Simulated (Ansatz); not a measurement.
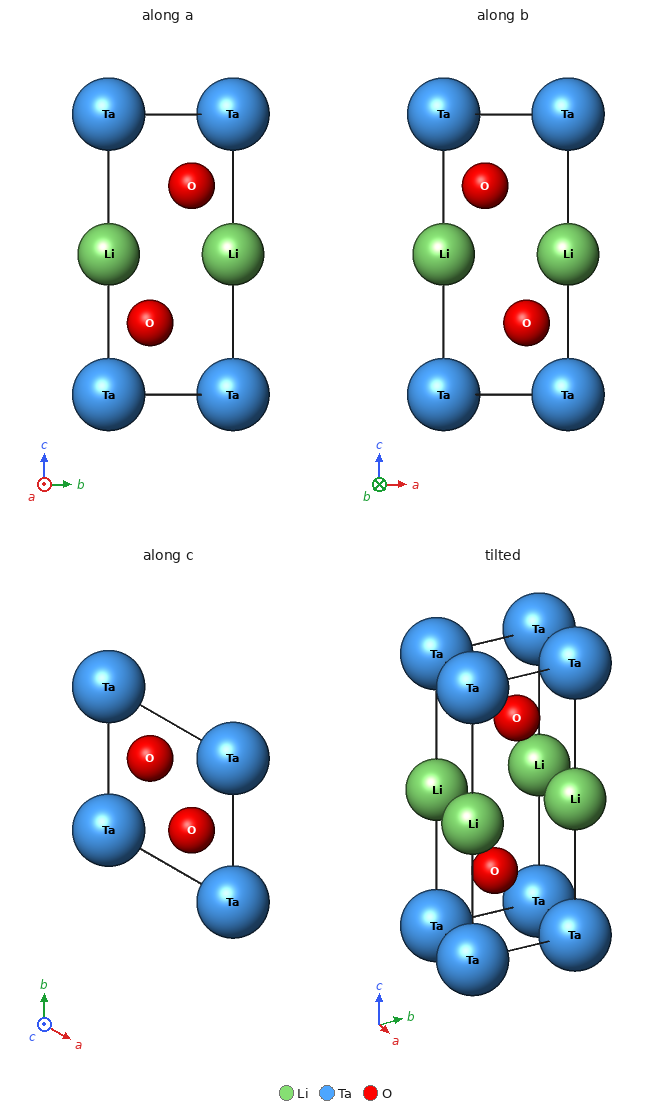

Crystal structure, spheres-only style, seen along the a axis, along the b axis, along the c axis and slightly off an axis. The conventional unit cell is outlined; an atom on or near a face, edge or corner is repeated at each equivalent position.

Lattice parameters: a = 2.854 Å, b = 2.854 Å, c = 5.573 Å, α = 90.00°, β = 90.00°, γ = 120.00°.

> Reconstruct the structure as a table of Wyckoff sites, with free fractional coordinates to two decimals.

Space group P-3m1 (No. 164).
```json
{"atom": "Li", "site": "1b", "x": "0.00", "y": "0.00", "z": "0.50"}
{"atom": "Ta", "site": "1a", "x": "0.00", "y": "0.00", "z": "0.00"}
{"atom": "O", "site": "2d", "x": "0.6667", "y": "0.3333", "z": "0.26"}
```

Source of the structure: a structure type filled with these elements by a generator (whether the compound takes this form wasn't checked). It is drawn as it came out of a relaxation with DFT PBE, scalar-relativistic, plane waves, PAW (Ansatz).
